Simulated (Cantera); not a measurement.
Input: 1 mol N₂O, 8.6 mol H₂O, 0.24 mol H₂, 0.077 mol SO₂, at 400000 Pa.

Equilibrium computed with Cantera from the NASA thermochemical tables; the gas is ideal and each condensed phase is pure. Candidate condensed phases: H₂O, H₂SO₄, S; 35 gas species. Rates play no part.

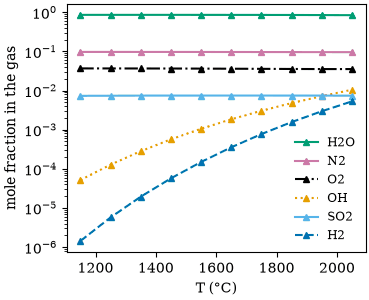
Figure. Equilibrium gas composition (values under 1e-9 drawn at 1e-9)

From 1150 °C to 2050 °C nothing is condensed.
